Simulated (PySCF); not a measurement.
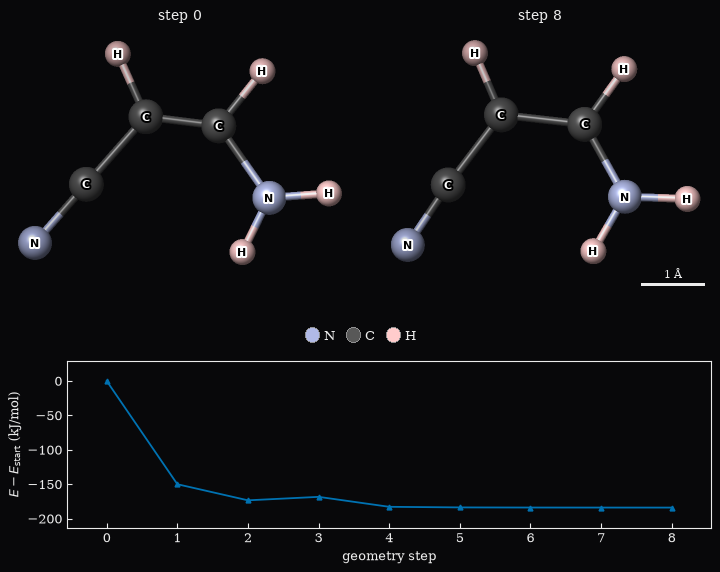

First and last geometry of a relaxation of C₃H₄N₂, with the history of the run. A ball-and-stick model, seen face on.

The start comes from MMFF94s. Its atoms were then displaced at random by about 0.03 Å.

Method: PBE0-D3(BJ)/def2-SVP geometry optimisation, gas phase in PySCF 2.14.0, density-fitted response routines. 

**What do the curves and the structures tell?**

It converged. An N atom moves most after the best rigid fit: 0.21 Å. Largest moves by element: N 0.21 Å, H 0.15 Å, C 0.10 Å. Among the contacts that change: C–C 1.185 → 1.361 Å, C–N 1.255 → 1.164 Å, C–N 1.438 → 1.347 Å, H–N 0.965 → 1.007 Å. Bond angles that change, for instance: N–C–H 106.0° → 115.1°, C–C–N 132.4° → 126.2°, C–C–H 114.0° → 119.3°. The energy falls by 183.8 kJ/mol in 8 geometry steps. The run took 33 s on 1 thread of Arm Neoverse N1, with other jobs on the host.
